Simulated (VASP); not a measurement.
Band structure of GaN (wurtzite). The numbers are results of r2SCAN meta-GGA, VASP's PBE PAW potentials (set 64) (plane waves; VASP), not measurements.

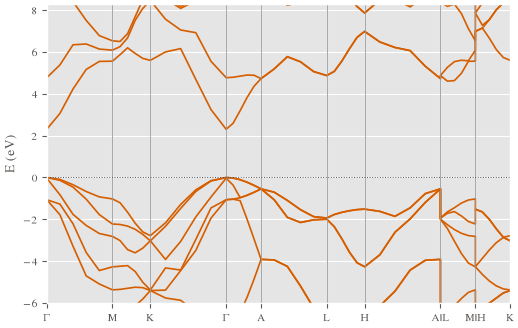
*Bands along high-symmetry lines, zero at the valence-band maximum or, without a gap, the Fermi level*

Read the plot: is there a gap, and where are the band edges?

The gap is direct, 2.30 eV, from the valence maximum at Γ to the conduction minimum at Γ.

Measured: gap 3.68 eV (computed value off by -1.38 eV), as given by Wei Chen et al., Physical Review Materials (2018), doi:10.1103/physrevmaterials.2.073803 [zero-point renormalisation of 0.17 eV added back (the table's ZPR column)].

The compound is GaN in the wurtzite structure. It was relaxed first.
